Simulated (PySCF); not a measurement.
**InCl (SMILES [Cl][In]): levels of theory compared**

Aim: a comparison of 6 runs (B2PLYP/STO-3G, UPBE0/STO-3G, MP2/STO-3G, UMP2/STO-3G, CCSD(T)/STO-3G, FCI/STO-3G) of InCl. Input form: a Python script.

The calculation is run with PySCF 2.14.0.

6 further runs of the same task are left out: 1 that didn't finish, 5 set aside as unsound or not needed.

**1. The molecule**

InCl has 2 atoms, charge 0, and is taken as a singlet. SMILES: `[Cl][In]`. The Cl1–In2 distance was set to 4.344 Å, away from the relaxed value.

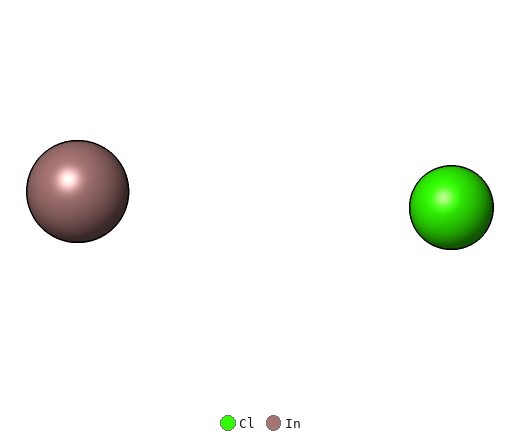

The structure, seen from a chosen angle (chlorine green, indium brown).

**2. The energy at B2PLYP/STO-3G (run 1)**

File input.py:

```python
from pyscf import gto, dft, mp

molecule = gto.M(
    atom='Cl 0.000000 -0.000000 -1.944710; In -0.000000 0.000000 2.399590',
    verbose=4,
    max_memory=1860,
    charge=0,
    basis='sto-3g',
)

calc0 = dft.RKS(molecule, xc='0.53*HF + 0.47*B88, 0.73*LYP')
calc0.grids.level = 5
calc0.conv_tol = 1e-10
calc0.kernel()
if not calc0.converged:
    calc0 = calc0.newton().run(calc0.mo_coeff, calc0.mo_occ)

pt = mp.MP2(calc0, frozen=23).run()
e_tot = calc0.e_tot + 0.27 * pt.e_corr
print('PT2 part  %.8f' % (0.27 * pt.e_corr))
print('E = %.10f Eh' % e_tot)
```

Started as:

```
OMP_NUM_THREADS=1 python input.py
```

Log:

```text
PySCF version 2.14.0

[INPUT] num. atoms = 2
[INPUT] num. electrons = 66
[INPUT] charge = 0
[INPUT] spin (= nelec alpha-beta = 2S) = 0
[INPUT] symmetry False subgroup None
[INPUT] Mole.unit = angstrom
[INPUT] Symbol           X                Y                Z      unit          X                Y                Z       unit  Magmom
[INPUT]  1 Cl     0.000000000000   0.000000000000  -1.944710000000 AA    0.000000000000   0.000000000000  -3.674969291703 Bohr   0.0
[INPUT]  2 In     0.000000000000   0.000000000000   2.399590000000 AA    0.000000000000   0.000000000000   4.534567911245 Bohr   0.0

nuclear repulsion = 101.467351862523
number of shells = 16
number of NR pGTOs = 108
number of NR cGTOs = 36
basis = sto-3g
ecp = {}

******** <class 'pyscf.dft.rks.RKS'> ********
method = RKS
initial guess = minao
damping factor = 0
level_shift factor = 0
DIIS = <class 'pyscf.scf.diis.CDIIS'>
diis_start_cycle = 1
diis_space = 8
diis_damp = 0
SCF conv_tol = 1e-10
SCF conv_tol_grad = None
SCF max_cycles = 50
direct_scf = True
direct_scf_tol = 1e-13
XC library pyscf.dft.libxc version 7.0.0
    S. Lehtola, C. Steigemann, M. J.T. Oliveira, and M. A.L. Marques.,  SoftwareX 7, 1–5 (2018)
XC functionals = 0.53*HF + 0.47*B88, 0.73*LYP
    A. D. Becke.,  Phys. Rev. A 38, 3098 (1988)
    C. Lee, W. Yang, and R. G. Parr.,  Phys. Rev. B 37, 785 (1988)
    B. Miehlich, A. Savin, H. Stoll, and H. Preuss.,  Chem. Phys. Lett. 157, 200 (1989)
radial grids:
    Treutler-Ahlrichs [JCP 102, 346 (1995); DOI:10.1063/1.469408] (M4) radial grids

becke partition: Becke, JCP 88, 2547 (1988); DOI:10.1063/1.454033
pruning grids: <function nwchem_prune>
grids dens level: 5
symmetrized grids: False
atomic radii adjust function: <function treutler_atomic_radii_adjust>
small_rho_cutoff = 0
Set gradient conv threshold to 1e-05
Initial guess from minao.
tot grids = 90376
init E= -6123.58803521266
  HOMO = -0.540853134861566  LUMO = -0.32460436662512  gap/eV = 5.88443
cycle= 1 E= -6139.24050985311  delta_E= -15.7  |g|= 0.234  |ddm|= 1.08
  HOMO = -0.00977872657532717  LUMO = 0.0320142548081006  gap/eV = 1.13724
cycle= 2 E= -6131.11694096259  delta_E= 8.12  |g|= 1.83  |ddm|= 5.63
  HOMO = -0.0282613817674521  LUMO = 0.0137527714537565  gap/eV = 1.14326
cycle= 3 E= -6139.26920379409  delta_E= -8.15  |g|= 0.0414  |ddm|= 5.51
  HOMO = -0.058479741506428  LUMO = 0.023368387590099  gap/eV = 2.22720
cycle= 4 E= -6139.27376802249  delta_E= -0.00456  |g|= 0.0267  |ddm|= 0.225
  HOMO = -0.0636456778150688  LUMO = 0.027674184108561  gap/eV = 2.48494
cycle= 5 E= -6139.27452723763  delta_E= -0.000759  |g|= 0.0215  |ddm|= 0.0562
  HOMO = -0.0659495922980178  LUMO = 0.0309294328733324  gap/eV = 2.63621
cycle= 6 E= -6139.27545559775  delta_E= -0.000928  |g|= 0.0105  |ddm|= 0.108
  HOMO = -0.0640941734810727  LUMO = 0.0307966272977294  gap/eV = 2.58211
cycle= 7 E= -6139.27569620159  delta_E= -0.000241  |g|= 0.000909  |ddm|= 0.0816
  HOMO = -0.064351807114704  LUMO = 0.0309381384487049  gap/eV = 2.59297
cycle= 8 E= -6139.2756967424  delta_E= -5.41e-07  |g|= 0.00109  |ddm|= 0.00754
  HOMO = -0.0640048699435246  LUMO = 0.030749364033437  gap/eV = 2.57839
cycle= 9 E= -6139.27569976776  delta_E= -3.03e-06  |g|= 6.49e-05  |ddm|= 0.0134
  HOMO = -0.0640766393699822  LUMO = 0.0307977856583889  gap/eV = 2.58166
cycle= 10 E= -6139.27569977731  delta_E= -9.54e-09  |g|= 2.4e-05  |ddm|= 0.00118
  HOMO = -0.0640561632566073  LUMO = 0.0307836320884022  gap/eV = 2.58072
cycle= 11 E= -6139.27569977897  delta_E= -1.67e-09  |g|= 4.25e-06  |ddm|= 0.000436
  HOMO = -0.0640593847050404  LUMO = 0.0307860177251982  gap/eV = 2.58087
cycle= 12 E= -6139.27569977904  delta_E= -7e-11  |g|= 5.21e-08  |ddm|= 8.58e-05
  HOMO = -0.0640593408032097  LUMO = 0.0307859859997447  gap/eV = 2.58087
Extra cycle  E= -6139.27569977904  delta_E= -9.09e-13  |g|= 5.05e-08  |ddm|= 6.56e-07
converged SCF energy = -6139.27569977904

******** <class 'pyscf.mp.mp2.RMP2'> ********
nocc = 10, nmo = 13
frozen orbitals 23
E(RMP2) = -6139.33672468164  E_corr = -0.0610249026004386
E(SCS-RMP2) = -6139.34843334359  E_corr = -0.0727335645459405
E_corr(same-spin) = -0.00057267527836826
E_corr(oppo-spin) = -0.0604522273220703
PT2 part  -0.01647672
E = -6139.2921765027 Eh
```

Wall time 2.1 s (1 thread of Arm Neoverse V1, shared host); peak memory 0.21 GiB.

**3. A single-point energy at UPBE0/STO-3G (run 2)**

File input.py:

```python
from pyscf import gto, dft

mol = gto.M(
    atom='''
Cl   0.000000   0.000000  -1.944710
In   0.000000   0.000000   2.399590
''',
    max_memory=1860,
    verbose=3,
    basis='sto-3g',
)

ks = dft.UKS(mol, xc='pbe0')
ks.conv_tol = 1e-10
ks.grids.level = 5
ks.kernel()
if not ks.converged:
    ks = ks.newton().run(ks.mo_coeff, ks.mo_occ)
for _ in range(3):
    mo, _, stable, _ = ks.stability(return_status=True)
    if stable:
        break
    ks.kernel(ks.make_rdm1(mo, ks.mo_occ))

e_tot = ks.e_tot
print('E = %.10f Eh' % e_tot)
```

Started as:

```
OMP_NUM_THREADS=1 python input.py
```

Log:

```text
WARN: HOMO 1.30456331907528 >= LUMO 1.30456331926485

WARN: HOMO 1.12351102003618 >= LUMO 1.12355300227405

SCF not converged.
SCF energy = -6130.76979527951 after 50 cycles  <S^2> = 4.2326085e-06  2S+1 = 1.0000085

WARN: HOMO 1.28193514160789 >= LUMO 1.28193522581145

converged SCF energy = -6139.50156786181  <S^2> = 1.0123813e-10  2S+1 = 1
<class 'pyscf.soscf.newton_ah.SecondOrderUKS'> wavefunction has an internal instability

WARN: Newton solver expects mo_coeff with mo_occ as initial guess but mo_occ is not found in the arguments.
      The given argument is treated as density matrix.

converged SCF energy = -6139.50673464538  <S^2> = 0.3534584  2S+1 = 1.5536517
<class 'pyscf.soscf.newton_ah.SecondOrderUKS'> wavefunction is stable in the internal stability analysis
E = -6139.5067346454 Eh
```

It took 47 s on 1 thread of Arm Neoverse V1, shared host; peak memory 0.33 GiB.

Runs 3 to 5 aren't shown in full; the table further down has their settings and results.

**4. The energy at FCI/STO-3G (run 6)**

File calc.py:

```python
from pyscf import gto, scf, mcscf
from pyscf import fci

system = gto.M(
    atom='Cl 0.000000 -0.000000 -1.944710; In -0.000000 0.000000 2.399590',
    max_memory=1860,
    verbose=3,
    charge=0,
    basis='sto-3g',
)

mf = scf.RHF(system)
mf.conv_tol = 1e-10
mf.kernel()
if not mf.converged:
    mf = mf.newton().run(mf.mo_coeff, mf.mo_occ)

cas = mcscf.CASCI(mf, mf.mo_coeff.shape[-1] - 23, (system.nelec[0] - 23, system.nelec[1] - 23))  # full CI above the frozen core
cas.fcisolver = fci.direct_spin0.FCI(system)  # even spin states alone
cas.kernel()
print('<S^2> = %.4f' % cas.fcisolver.spin_square(cas.ci, cas.ncas, cas.nelecas)[0])
e_final = cas.e_tot
print(f'total energy: {e_final:.8f} hartree')
```

Started as:

```
OMP_NUM_THREADS=1 python calc.py
```

Log:

```text
converged SCF energy = -6137.33947124103
CASCI E = -6137.37875223868  E(CI) = -82.9320359127005  S^2 = 0.0000000
<S^2> = 0.0000
total energy: -6137.37875224 hartree
```

Wall time 1.9 s (1 thread of Arm Neoverse V1, shared host); peak memory 0.14 GiB.

**5. All runs side by side**

```csv
run,level,frozen core orbitals,follow instability,energy (Eh),dipole moment (D) of the reference,HOMO energy (eV),LUMO energy (eV),wall time
1,B2PLYP/STO-3G,23,–,-6139.292177,14.41,-1.74,0.84,2.1 s
2,UPBE0/STO-3G,–,yes,-6139.506735,11.21,-1.45,-0.04,47 s
3,MP2/STO-3G,23,–,-6137.363684,17.95,-2.49,2.36,0.8 s
4,UMP2/STO-3G,23,yes,-6137.361614,15.99,-2.05,2.37,1.2 s
5,CCSD(T)/STO-3G,23,–,-6137.378773,17.95,-2.49,2.36,0.99 s
6,FCI/STO-3G,23,–,-6137.378752,17.95,-2.49,2.36,1.9 s
```

**6. Outcome**

```
                                           quantity           value
                                run 6: total energy  -6137.37875 Eh
        run 6: dipole moment (Hartree–Fock density)         17.95 D
         run 6: HOMO energy (Hartree–Fock orbitals)        -2.49 eV
         run 6: LUMO energy (Hartree–Fock orbitals)         2.36 eV
       run 6: HOMO–LUMO gap (Hartree–Fock orbitals)         4.84 eV
run 6: correlation energy (23 core orbitals frozen)       -39.3 mEh
```

**Reading.** Against full CI in this basis: MP2 +15.1 mEh; UMP2 +17.1 mEh; CCSD(T) -0.0 mEh. Totals of different functionals can't be ranked against each other. In runs 1, 2, 3, 4, 5, 6 the basis is minimal, so the values are rough. In runs 1, 2, 3, 4, 5, 6 relativity is left out where basis or elements ask for it. Spin contamination of the reference: run 2 ⟨S²⟩ = 0.35, run 4 ⟨S²⟩ = 0.14. All runs together took 54 s, the longest 47 s.
